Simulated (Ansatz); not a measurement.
A series of calculations on CH4OSi2

Part 1: Relaxation

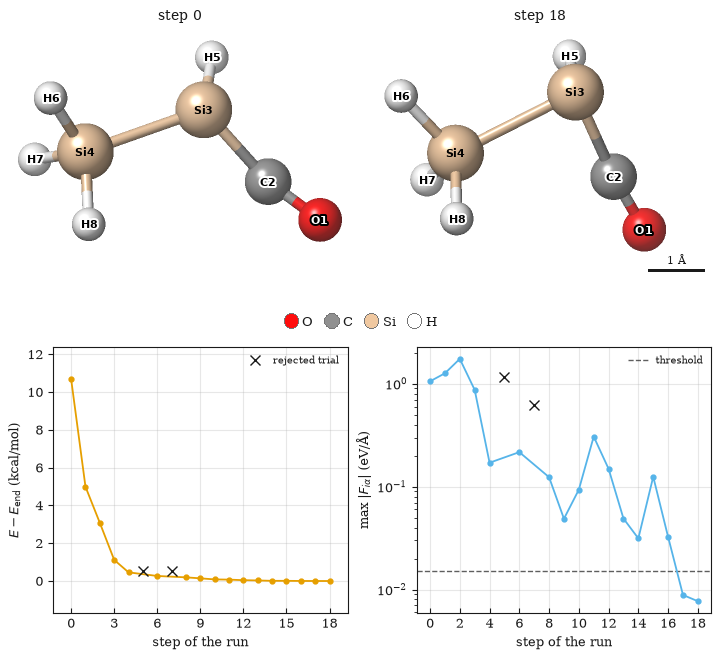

First and last geometry of a relaxation of CH$_{4}$OSi$_{2}$, with the history of the run. The picture is a ball-and-stick view, seen at a tilt.

The run prepares an end point of a later path (torsion) calculation, from a guessed geometry.

Level of theory: RKS PBE/cc-pVDZ (Ansatz). Set-up: no spin polarisation; force threshold 0.015 eV/Å; at most 40 steps.

### Read the history and describe the run.

It converged. The energy falls by 10.7 kcal/mol in 16 accepted moves (18 points after the start). The largest force component goes from 1.1 to 0.0077 eV/Å. The line search rejected the trial steps at points 5, 7 of the run. The largest move after the best rigid fit is that of O1, 0.81 Å. Largest moves by element: O 0.81 Å, H 0.70 Å, Si 0.58 Å, C 0.29 Å. Some distances before and after: Si3–Si4 2.286 → 2.411 Å, Si3–H5 1.467 → 1.540 Å, C2–Si3 1.796 → 1.868 Å, Si4–H8 1.463 → 1.511 Å. Bond angles that change, for instance: C2–Si3–Si4 114.2° → 87.5°, Si4–Si3–H5 115.8° → 97.0°, O1–C2–Si3 153.3° → 170.2°.

```json
{"step": "0", "E − E(0), kcal/mol": "0.00", "largest force component, eV/Å": "1.0550", "note": ""}
{"step": "1", "E − E(0), kcal/mol": "-5.70", "largest force component, eV/Å": "1.2619", "note": ""}
{"step": "2", "E − E(0), kcal/mol": "-7.61", "largest force component, eV/Å": "1.7427", "note": ""}
{"step": "3", "E − E(0), kcal/mol": "-9.57", "largest force component, eV/Å": "0.8707", "note": ""}
{"step": "4", "E − E(0), kcal/mol": "-10.23", "largest force component, eV/Å": "0.1706", "note": ""}
{"step": "5", "E − E(0), kcal/mol": "-10.17", "largest force component, eV/Å": "1.1617", "note": "rejected"}
{"step": "6", "E − E(0), kcal/mol": "-10.42", "largest force component, eV/Å": "0.2163", "note": ""}
{"step": "7", "E − E(0), kcal/mol": "-10.17", "largest force component, eV/Å": "0.6217", "note": "rejected"}
{"step": "8", "E − E(0), kcal/mol": "-10.50", "largest force component, eV/Å": "0.1235", "note": ""}
{"step": "9", "E − E(0), kcal/mol": "-10.55", "largest force component, eV/Å": "0.0487", "note": ""}
{"step": "10", "E − E(0), kcal/mol": "-10.60", "largest force component, eV/Å": "0.0934", "note": ""}
{"step": "11", "E − E(0), kcal/mol": "-10.61", "largest force component, eV/Å": "0.3061", "note": ""}
{"step": "12", "E − E(0), kcal/mol": "-10.64", "largest force component, eV/Å": "0.1489", "note": ""}
{"step": "13", "E − E(0), kcal/mol": "-10.66", "largest force component, eV/Å": "0.0490", "note": ""}
{"step": "14", "E − E(0), kcal/mol": "-10.68", "largest force component, eV/Å": "0.0314", "note": ""}
{"step": "15", "E − E(0), kcal/mol": "-10.68", "largest force component, eV/Å": "0.1247", "note": ""}
{"step": "16", "E − E(0), kcal/mol": "-10.69", "largest force component, eV/Å": "0.0325", "note": ""}
{"step": "17", "E − E(0), kcal/mol": "-10.69", "largest force component, eV/Å": "0.0088", "note": ""}
{"step": "18", "E − E(0), kcal/mol": "-10.69", "largest force component, eV/Å": "0.0077", "note": ""}
```

Part 2: Relaxation

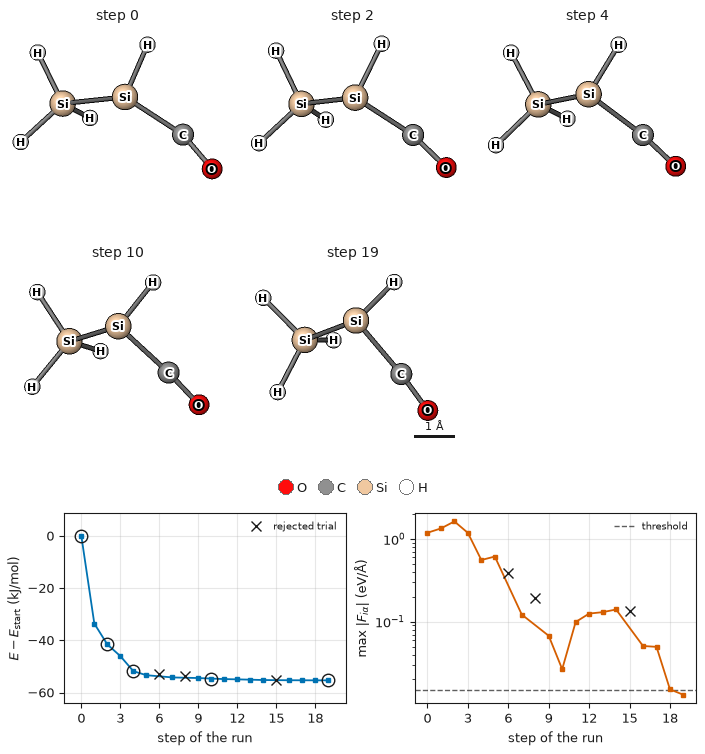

Frames of a relaxation of CH4OSi2, marked on the history of the run. A ball-and-stick model, seen at a tilt.

The run prepares an end point of a later path (torsion) calculation, from a guessed geometry.

The calculation used Ansatz 0.2.0, RKS PBE/cc-pVDZ. Settings: no spin polarisation; force threshold 0.015 eV/Å; at most 40 steps.

Question: What happens along the run?

Answer: The atom that moves furthest after the best rigid fit is an H atom (0.66 Å). Largest moves by element: H 0.66 Å, O 0.55 Å, Si 0.51 Å, C 0.46 Å. Near-neighbour distances that change, for instance: Si–Si 2.286 → 2.411 Å, H–Si 1.467 → 1.540 Å, C–Si 1.796 → 1.867 Å, H–Si 1.463 → 1.512 Å. Bond angles that change, for instance: C–Si–Si 114.2° → 87.3°, Si–Si–H 115.8° → 96.9°, O–C–Si 153.3° → 170.4°. After 16 accepted moves (19 points after the start) the energy has fallen by 55.3 kJ/mol. The largest force component goes from 1.2 to 0.013 eV/Å. The line search rejected the trial steps at points 6, 8, 15 of the run. From step 0 to 2: a Si atom moves most (0.32 Å), energy −41.6 kJ/mol. From step 2 to 4: the O atom moves most (0.24 Å), energy −10.2 kJ/mol. From step 4 to 10: an H atom moves most (0.20 Å), energy −2.85 kJ/mol. From step 10 to 19: H atoms move most (0.30 Å), energy −0.68 kJ/mol.

Part 3: Path

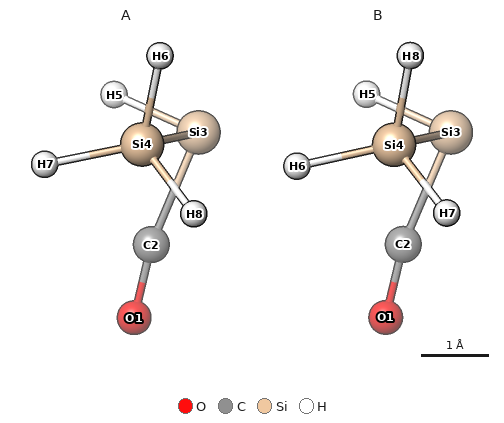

The two relaxed end points of a path for CH4OSi2. Style: ball-and-stick. Shown from a free direction.

These are results of RKS PBE/cc-pVDZ (Ansatz 0.2.0), not measurements.

Run with 9 movable images; climbing image; force threshold 0.03 eV/Å; iteration limit 60.

Start:
```xyz
8

O     1.7915   -1.8742    1.0454
C     1.4521   -0.7939    0.7821
Si    0.9386    0.9982    0.6703
Si   -1.1227    0.2368   -0.3209
H     1.7572    1.0703   -0.6319
H    -1.8619    1.4924   -0.7256
H    -1.0026   -0.6495   -1.5382
H    -1.9521   -0.4801    0.7188
```

End:
```xyz
8

O     2.2502   -1.6327   -0.2273
C     1.6367   -0.7723    0.2575
Si    0.6728    0.4408    1.2994
Si   -1.1551    0.1403   -0.2437
H     1.3894    1.5592    0.5210
H    -0.8508    0.3538   -1.7080
H    -1.7429   -1.2402   -0.0696
H    -2.2004    1.1511    0.1706
```

Q: Predict the minimum-energy path and its barrier.

A: The two ends have the same energy, and the highest point, image 6, lies 0.032 eV above the start. The motion is a rotation about the Si3–Si4 bond by about 120°. No bond forms or breaks between the ends. Bond angles that change up to the highest image, for instance: Si3–Si4–H6 105.4° → 109.2°. The band converged in 14 iterations, with a climbing image at the top. At the top, the vibrational analysis gives one imaginary mode (92i cm⁻¹), as a transition state must have.

Energies of the converged images:

```csv
image,path (Å),E (eV)
0,0.00,0.000
1,0.33,0.002
2,0.67,0.006
3,1.00,0.014
4,1.34,0.022
5,1.67,0.029
6,2.01,0.032
7,2.51,0.027
8,3.01,0.014
9,3.50,0.004
10,4.00,0.000
```

The geometry at the top of the path:

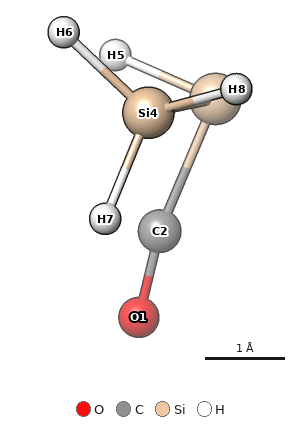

The run took 5.6 min on 1 thread of Intel(R) Xeon(R) Processor @ 2.70GHz (shared host), peak memory 0.14 GiB.
